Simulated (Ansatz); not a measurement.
**Pressure series in TiSi2**

Start from TiSi2 (space group Cmcm, No. 63).

```xyz
6
Lattice="1.7574 -6.6740 0.0000 1.7574 6.6740 0.0000 0.0000 0.0000 3.5571" Properties=species:S:1:pos:R:3 pbc="T T T"
Si     1.7574    -5.8726     2.6678
Si     1.7574     5.8726     0.8893
Si     1.7574     3.3313     2.6678
Si     1.7574    -3.3313     0.8893
Ti     1.7574    -1.3679     2.6678
Ti     1.7574     1.3679     0.8893
```

Cell and atoms are relaxed at each pressure.

Calculations: Kohn–Sham DFT with the PBEsol functional, run in Ansatz (a first-principles code) with PAW and 420 eV plane waves, no SOC.

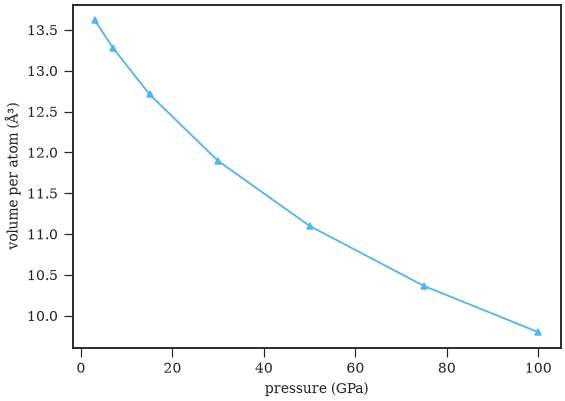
Volume against pressure

**Question.** Estimate the zero-pressure bulk modulus from the plot.

**Answer.** About 140 GPa; a third-order Birch–Murnaghan fit to the points gives V₀ = 13.89 Å³/atom, B₀ = 140 GPa and B₀′ = 4.0.

Load acts through the strain it causes; cell and atoms are relaxed under it. No phonon test of stability was made. Competing high-pressure phases were not computed. The final runs are not spin-polarised.
